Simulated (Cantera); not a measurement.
Input: 1 mol MgO, a varied amount of NF3, at 1673 K and 0.0225 Torr.

Method: chemical equilibrium by Gibbs-energy minimisation in Cantera with the NASA 1993 tables (ideal gas, pure condensed phases). Candidate condensed phases: Mg, MgF2, MgO; 24 gas species. Rates play no part.

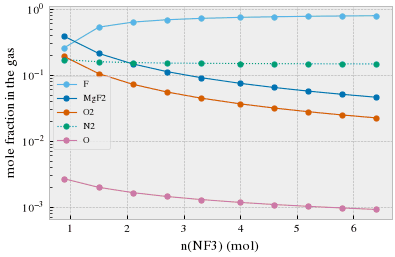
Fig. 1. Equilibrium gas composition (values under 1e-9 drawn at 1e-9)

Question: Read off the mole fractions at 3.3 mol NF3.

Answer: F about 0.71, N2 about 0.15, MgF2 about 0.090, O2 about 0.044, O about 0.0013.
